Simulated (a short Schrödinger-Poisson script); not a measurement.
Stack: gated Al0.33Ga0.67N/GaN polarisation-induced gas, at 150 K.

| layer | material | thickness (nm) | Na (cm⁻³) |
|---|---|---|---|
| 1 | Al0.33Ga0.67N | 20 | - |
| 2 | GaN | 6000 | 9e14 |

The device is made up for the run: typed textbook-type constants, with dimensions and the other settings drawn at random. Al0.33Ga0.67N: permittivity 9.3, conduction-band edge (eV) 0.462, gap (eV) 4.09, electron mass (mₑ) 0.24, Nv at 300 K (cm⁻³) 4.6e19. GaN: permittivity 9.5, conduction-band edge (eV) 0, gap (eV) 3.43, Nv at 300 K (cm⁻³) 4.6e19.

Channel valleys (confinement mass, in-plane density-of-states mass, number): Γ 0.2, 0.2, 1. At the gate the conduction-band edge of layer 1 lies 1.27 eV − eVg above the Fermi level of the channel; the field vanishes at the back. Sheet of polarisation charge: +1.6e13 e/cm² at 20 nm from the gate. The barrier under the gate holds no holes. Gaps are held at their typed values at every temperature. Mesh 0.08 nm at interfaces.

Solved with a short Schrödinger-Poisson script written for these runs: 1D Poisson equation in equilibrium, electrons quantum, Hartree plus LDA exchange-correlation (BenDaniel-Duke, 40 states a valley, the channel's in-plane mass for all, wave functions free to enter the barrier), parabolic valleys, classical holes, full ionisation, no traps, pinning or gate leakage.

Only gate voltages with over 1e8 electrons/cm² are shown.

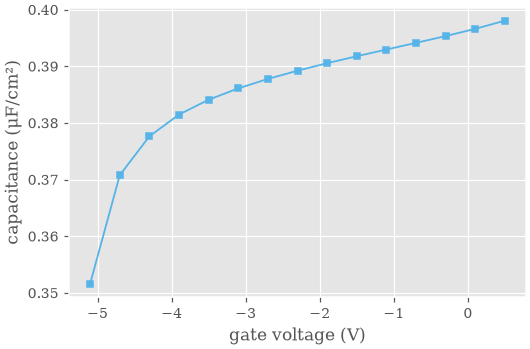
Fig. 1. Quasi-static capacitance against gate voltage

```tsv
Vg (V)	electrons (cm⁻²)	in the channel layer	C (μF/cm²)	Γ E0 (meV)	Γ E1 (meV)
0.5	1.41e13	1.28e13	0.398	-153.6	-8.4
0.1	1.31e13	1.20e13	0.397	-143.7	-5.4
-0.3	1.21e13	1.12e13	0.395	-133.6	-2.4
-0.7	1.11e13	1.03e13	0.394	-123.5	0.6
-1.1	1.01e13	9.51e12	0.393	-113.2	3.6
-1.5	9.14e12	8.65e12	0.392	-102.8	6.7
-1.9	8.17e12	7.78e12	0.391	-92.2	10.0
-2.3	7.19e12	6.90e12	0.389	-81.6	13.3
-2.7	6.22e12	6.01e12	0.388	-70.9	16.7
-3.1	5.26e12	5.10e12	0.386	-60.0	20.2
-3.5	4.29e12	4.19e12	0.384	-48.9	23.7
-3.9	3.34e12	3.28e12	0.381	-37.6	27.3
-4.3	2.39e12	2.36e12	0.378	-25.6	31.0
-4.7	1.46e12	1.44e12	0.371	-12.2	35.1
-5.1	5.48e11	5.46e11	0.352	6.9	42.4
```

Subbands count from the Fermi level.
